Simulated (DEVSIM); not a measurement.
Device: double heterostructure, In0.53Ga0.47As between p- and n-type In0.52Al0.48As, at 400 K.

```tsv
layer (left to right)	material	thickness (μm)	Nd (cm⁻³)	Na (cm⁻³)	τn (s)	τp (s)
1	In0.52Al0.48As	0.360	1.3e17	-	1.7e-9	1.7e-9
2	In0.53Ga0.47As	0.0240	-	3.2e14	1.7e-9	1.7e-9
3	In0.52Al0.48As	0.500	-	9.9e17	1.7e-9	1.7e-9
```

Left contact: ohmic. Right contact: ohmic. Voltage is applied to the left contact. Recombination: SRH at mid-gap, radiative. Mobility is constant in doping.

The device is made up for the run: typed textbook-type constants, with dimensions and the other settings drawn at random. Values at 300 K; Nc and Nv go as T^1.5, mobilities as T to minus their exponent, the gap by Varshni's rule with the affinity fixed.

```tsv
parameter	In0.52Al0.48As	In0.53Ga0.47As
gap (eV)	1.45	0.74
affinity (eV)	4	4.51
permittivity	12.5	13.9
Nc (cm⁻³)	5.1e17	2.1e17
Nv (cm⁻³)	1.1e19	7.7e18
μn (cm²/Vs)	4000	12000
μp (cm²/Vs)	75	300
T exponent of μn	1.5	1.6
T exponent of μp	1.5	1.6
B (cm³/s)	1e-10	9.6e-11
Varshni α (eV/K)	0.00042	0.00035
Varshni β (K)	180	190
```

Simulated with DEVSIM: 1D drift-diffusion, Boltzmann statistics, complete ionisation; no tunnelling, impact ionisation, image-force lowering or self-heating. Band offsets follow the typed affinities; no thermionic-emission limit at abrupt steps, no polarisation charge.

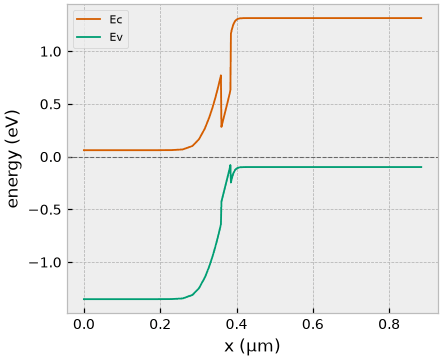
Figure: Band edges at zero bias

Energies count from the Fermi level of the right contact; mesh points crowd at the junctions.

| x (μm) | Ec (eV) | Ev (eV) | n (cm⁻³) | p (cm⁻³) | field (V/cm) |
|---|---|---|---|---|---|
| 0.000 | 0.062 | -1.351 | 1.3e17 | 160 | ≈ 0 |
| 0.005987 | 0.062 | -1.351 | 1.3e17 | 160 | ≈ 0 |
| 0.01923 | 0.062 | -1.351 | 1.3e17 | 160 | ≈ 0 |
| 0.04855 | 0.062 | -1.351 | 1.3e17 | 160 | ≈ 0 |
| 0.1452 | 0.062 | -1.351 | 1.3e17 | 160 | ≈ 0 |
| 0.2589 | 0.069 | -1.344 | 1.1e17 | 200 | 5100 |
| 0.3170 | 0.268 | -1.145 | 3.3e14 | 63000 | 80000 |
| 0.3485 | 0.614 | -0.798 | 1.4e10 | 1.5e9 | 140000 |
| 0.3575 | 0.748 | -0.665 | 3.0e8 | 7.0e10 | 160000 |
| 0.3617 | 0.302 | -0.407 | 5.0e13 | 8.8e13 | 140000 |
| 0.3679 | 0.391 | -0.318 | 3.8e12 | 1.2e15 | 140000 |
| 0.3788 | 0.550 | -0.159 | 3.8e10 | 1.2e17 | 150000 |
| 0.3839 | 0.631 | -0.078 | 3.6e9 | 1.2e18 | 190000 |
| 0.3896 | 1.232 | -0.181 | 240 | 8.9e16 | 120000 |
| 0.4088 | 1.313 | -0.100 | < 1e2 | 9.2e17 | 5000 |
| 0.4451 | 1.315 | -0.098 | < 1e2 | 9.9e17 | ≈ 0 |
| 0.5261 | 1.315 | -0.098 | < 1e2 | 9.9e17 | ≈ 0 |
| 0.6884 | 1.315 | -0.098 | < 1e2 | 9.9e17 | ≈ 0 |
| 0.8208 | 1.315 | -0.098 | < 1e2 | 9.9e17 | ≈ 0 |
| 0.8583 | 1.315 | -0.098 | < 1e2 | 9.9e17 | ≈ 0 |
| 0.8746 | 1.315 | -0.098 | < 1e2 | 9.9e17 | ≈ 0 |
| 0.8840 | 1.315 | -0.098 | < 1e2 | 9.9e17 | ≈ 0 |
